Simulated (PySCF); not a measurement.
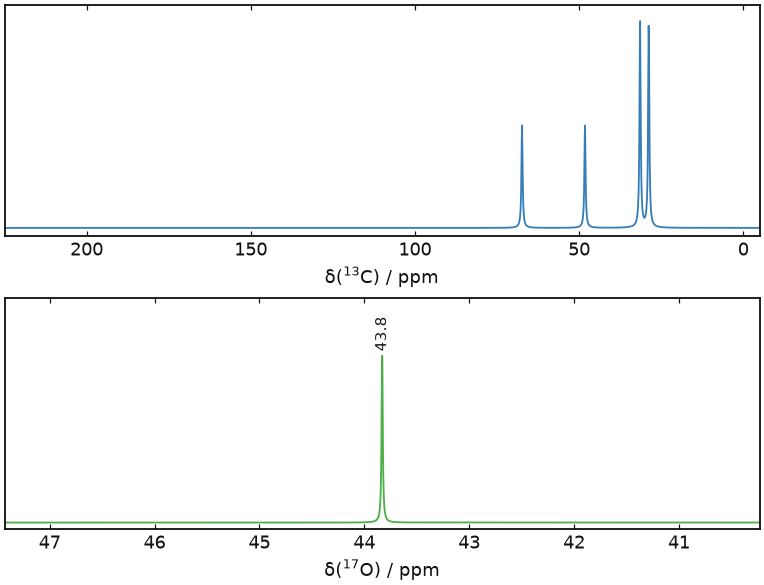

GIAO shifts, PBE0/cc-pVDZ with PySCF, at a PBE0-D3(BJ)/def2-SVP geometry (no frequency check), against TMS for ¹³C and H₂O for ¹⁷O computed at the same level (¹⁷O: a single water molecule, while the usual scale starts at liquid water and gives values some tens of ppm lower). Gas phase, fully decoupled, line heights follow the number of nuclei, widths are arbitrary (no quadrupolar broadening); values of one conformer, averaged over nuclei that symmetry, rotation about single bonds or ring flips exchange, these motions taken as fast; other conformers aren't averaged in.

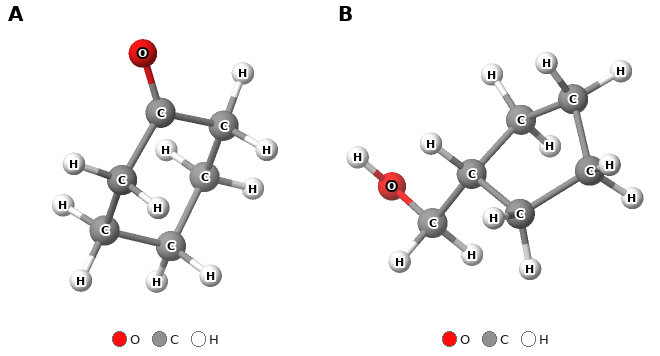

Which structure fits the spectrum? The candidates are drawn in the second picture.

Structure B, C₆H₁₂O, SMILES OCC1CCCC1. Its ¹³C signals: 67.4 (1 C), 48.2 (1 C), 31.4 (2 C), 28.8 (2 C) ppm. Its ¹⁷O signals: 43.8 (1 O) ppm.
